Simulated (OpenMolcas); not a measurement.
# Re⁴⁺ among point charges: CASSCF and CASPT2 levels and susceptibility

How does a field of 6 point charges split the states of Re⁴⁺, and what χT follows?

Method: state-averaged CASSCF and CASPT2, spin-orbit coupling by RASSI with atomic mean-field integrals. Code: OpenMolcas 26.06.

### 1 The atom as given

| Quantity | Value |
| --- | --- |
| Species | Re⁴⁺ (rhenium, Z = 75, 71 electrons) |
| Basis | ANO-RCC-VDZP [7s6p4d2f1g], 68 functions |
| Scalar Hamiltonian | DKH2, point nucleus |
| Inactive shells | 1s 2s 2p 3s 3p 3d 4s 4p 4d 4f 5s 5p |
| Active space | 3 electrons in 5 orbitals (5d) |
| Some configurations of this space | 5d³ |
| Orbitals | optimised for each spin and parity, averaged over all roots |

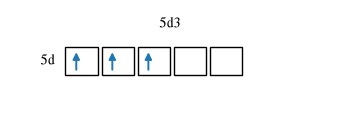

Outer shells as boxes.

The ion sits among 6 point charges of -1.7 e arranged as a tetragonal octahedron (D4h), 2.13 Å from the ion, with the axial distance 2.449 Å.

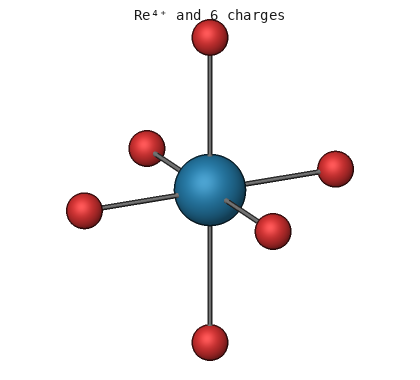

The ion and the point charges (red).

Each step is its own input file, run in one work folder so that later steps find the files of earlier ones. Labels, J, g values, rates, χT and fits are worked out afterwards by a script from the matrices that RASSI stores. The input lists half of the charges; inversion (Group=XYZ) makes the rest.

### 2 Basis and integrals

a.inp

```
&GATEWAY
Coord
1

Re 0.0 0.0 0.0
Basis=ANO-RCC-VDZP
Group=XYZ
NoMove
AngMom=0.0 0.0 0.0
AMFI
XField
3 Angstrom 0
2.130000 0.000000 0.000000 -1.700000
0.000000 2.130000 0.000000 -1.700000
0.000000 0.000000 2.449500 -1.700000
&SEWARD
```

On the command line:

```sh
$ OMP_NUM_THREADS=1 MOLCAS_MEM=1689 MOLCAS_PROJECT=a pymolcas a.inp > a.log
```

### 3 Reference wave functions, quartets of even parity, 10 roots

a.inp

```
&RASSCF
FileOrb=start.orb
Symmetry=1
Spin=4
nActEl=3 0 0
Inactive=15 19
Ras2=5 0
CIRoot=10 10 1
SDav=10
CIMx=300
Iter=120 100
PrWF=0.3
OrbListing=Nothing
MaxOrb=0
>>> COPY $Project.JobIph JOB001
```

start.orb holds the contracted functions of the basis, ordered by shell, or the orbitals of the step before.

### 4 CASSCF: doublets of even parity, 40 roots

a.inp

```
&RASSCF
FileOrb=start.orb
Symmetry=1
Spin=2
nActEl=3 0 0
Inactive=15 19
Ras2=5 0
CIRoot=40 40 1
SDav=40
CIMx=300
Iter=120 100
PrWF=0.3
OrbListing=Nothing
MaxOrb=0
>>> COPY $Project.JobIph JOB002
```

### 5 RASSI: spin-orbit coupling between the states

a.inp

```
&RASSI
NrOfJobIphs=2 10 40
1 2 3 4 5 6 7 8 9 10
1 2 3 4 5 6 7 8 9 10 11 12 13 14 15 16 17 18 19 20 21 22 23 24 25 26 27
28 29 30 31 32 33 34 35 36 37 38 39 40
IphNames
JOB001
JOB002
EJob
SpinOrbit
DIPRint=1.0
SOCoupling=1000.0
Subsets=2
Property=9
'ANGMOM' 1 'ANGMOM' 2 'ANGMOM' 3 'MLTPL  1' 1 'MLTPL  1' 2 'MLTPL  1' 3
'AMFI' 1 'AMFI' 2 'AMFI' 3
SOProperty=3
'ANGMOM' 1 'ANGMOM' 2 'ANGMOM' 3
```

### 6 CASPT2: IPEA 0.25, imaginary shift 0.1 (closed shells correlated: 5s 5p)

a.inp

```
>>> COPY JOB001 $Project.JobIph
&CASPT2
Multistate=10 1 2 3 4 5 6 7 8 9 10
NoMult
Frozen=14 16
IPEA=0.25
Imaginary=0.1
MaxIter=60
WThr=0.0 0.3 0.05
PrWF=0.5
NoMix
>>> COPY JOB002 $Project.JobIph
&CASPT2
Multistate=40 1 2 3 4 5 6 7 8 9 10 11 12 13 14 15 16 17 18 19 20 21 22
23 24 25 26 27 28 29 30 31 32 33 34 35 36 37 38 39 40
NoMult
Frozen=14 16
IPEA=0.25
Imaginary=0.1
MaxIter=60
WThr=0.0 0.3 0.05
PrWF=0.5
NoMix
```

(Steps that only read results are left out.)

**Question.** What will these runs give? Wanted: spin-free ground state; first state of the same spin within the active space; lowest level; next level.

**Answer**, as computed:

| quantity | value |
| --- | --- |
| method | SS-CASPT2, IPEA 0.25, imaginary shift 0.1 (closed shells correlated: 5s 5p) |
| spin-free ground state | 4B1, 1-fold in its orbital part |
| first state of the same spin within the active space | 4E at 5390 cm⁻¹ |
| lowest level | 2-fold E3/2, g = 0.41, 1.36, 1.36 |
| next level | 1008.2 cm⁻¹ |
| χT at 300 K | 0.16 cm³ K/mol |
| effective moment at 300 K | 1.12 μB |

Cost by method:

```tsv
method	time of its own steps	time with the reference
A. CASSCF	6.8 s	6.8 s
B. SS-CASPT2, IPEA 0.25, imaginary shift 0.1, +5s 5p	3.5 s	10 s
```

Times are of one thread on a shared host.

In words: The spin-free ground state (4B1) comes to 100 % from free-ion F terms and keeps the highest spin of the shell. χT at 300 K is 0.16, against 1.88 cm³ K/mol for the spin alone, so spin-orbit coupling lowers it. The field of point charges can differ much from that of real complexes. Point charges carry no covalency, so the field is a model and not that of real ligands.
